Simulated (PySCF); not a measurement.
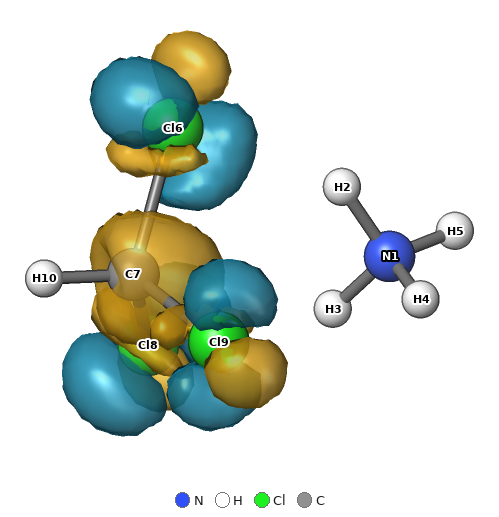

Figure 1: CH5Cl3N, charge +1, SMILES `[NH4+].ClC(Cl)Cl`. Unrelaxed difference density of S₃ less the ground state (TDA singlet states), ±0.04 e/Å³; yellow: gain, teal: loss.

Level of theory: CAM-B3LYP/def2-SVP (PySCF), at an unrelaxed start geometry of a pair search. Without diffuse functions Rydberg states are missing, so the states' numbers hold for this basis only.

Q: How does the charge move on excitation?

A: 0.62 e is displaced in all, of which about 0.3 e passes between atoms: Cl6 (0.12 e) and Cl8 (0.12 e) lose electrons and C7 (0.26 e) gains them. The state: 7.56 eV (164 nm), f = 0.012; the leading pair carries 82 %; hole on Cl6 (35 %), Cl8 (33 %) and Cl9 (24 %), electron on C7 (30 %), Cl6 (23 %) and Cl8 (22 %) (shares are of the whole state, not of the leading pair alone); their centroids lie 0.1 Å apart; S₄ lies within 0.1 eV of it.
